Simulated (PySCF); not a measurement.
SMILES CN(C)[SiH2]C=C at its GFN2-xTB optimised geometry (Å):

```
17

Si    -0.7552     0.2337     0.0000
C     -1.5564    -0.6174    -1.4890
C     -2.3686    -1.6617    -1.4308
N      0.9698     0.2337     0.0000
C      1.7144    -0.9695     0.2707
C      1.7362     1.1887    -0.7578
H     -1.1400    -0.4710     1.2250
H     -1.1329     1.6502     0.0000
H     -1.3092    -0.2271    -2.4719
H     -2.6568    -2.0984    -0.4878
H     -2.7903    -2.1278    -2.3096
H      1.9828    -1.5022    -0.6509
H      2.6397    -0.7221     0.8002
H      1.1228    -1.6356     0.8932
H      2.0167     0.7999    -1.7455
H      1.1579     2.0984    -0.8952
H      2.6568     1.4359    -0.2198
```

Level of theory: PySCF with PBE0/def2-SVP. Cells within 0.4 Å of a nucleus heavier than hydrogen are left out (blank, or x).

Map of the electrostatic potential (hartree/e), clipped to [-0.08, 0.12] on the plane z = 0.0 Å:

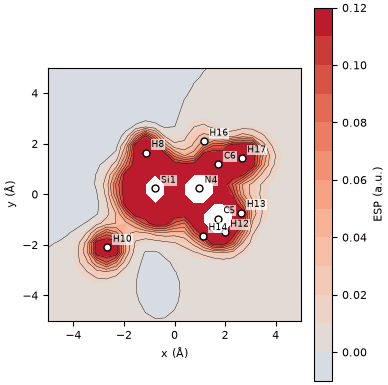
Electrostatic potential (hartree/e), clipped to [-0.08, 0.12] on the plane z = 0.0 Å.
